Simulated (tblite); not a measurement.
# C5H10BBrO3: the cost of one run

Programs: tblite 0.8.0 and PySCF 2.14.0, with density-fitted response routines of our own. Each step states its level of theory. These are calculated values for one molecule in the gas phase, unless marked as measured. Atoms count from 0, in the outputs and in this text.

## (1) The starting structure

20 atoms, charge 0, multiplicity 1; geometry from: force field or distance geometry start.

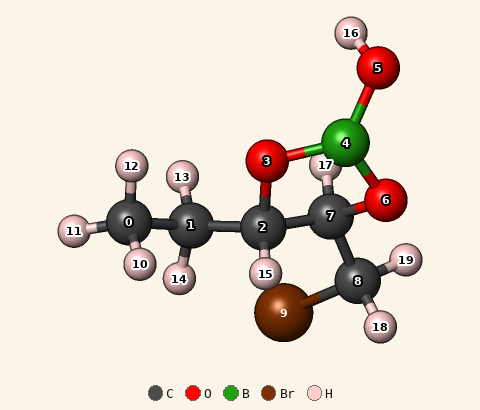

The starting geometry (carbon dark grey, oxygen red, boron green, bromine brown, hydrogen pink), atoms numbered; sticks join atoms by distance.

## (2) Geometry optimisation with GFN2-xTB

Job settings and geometry (Å):

```
{"job": {"kind": "relax", "xc": "GFN2-xTB", "basis": "xTB"}, "charge": 0, "multiplicity": 1}
C      2.528400    -0.580800     0.338100
C      1.035200    -0.735700     0.725500
C      0.236200    -0.138800    -0.385900
O      0.628100     1.234900    -0.489000
B     -0.548400     1.937600    -0.957100
O     -0.902300     3.349500    -0.696000
O     -1.597500     0.947400    -1.151400
C     -1.214600     0.049700    -0.109600
C     -2.100800    -1.146700    -0.198900
Br    -1.572600    -2.490600     1.067000
H      2.685600    -0.898400    -0.715400
H      3.180200    -1.153300     0.998800
H      2.764100     0.498500     0.433600
H      0.925000    -0.236100     1.690900
H      0.901500    -1.837000     0.788400
H      0.483900    -0.597000    -1.345600
H     -0.721600     3.542300     0.271800
H     -1.359200     0.619400     0.828500
H     -2.223600    -1.542700    -1.223000
H     -3.132800    -0.811500     0.126000
```

On the command line:

```console
OMP_NUM_THREADS=1 python probes_run.py task.json out
```

This one command runs all jobs of the session in turn.

**Question.** How long does this first job take on 1 thread of Arm Neoverse N1, shared host, and how much memory does it need?

About 1.9 s, with a peak of 0.18 GiB.
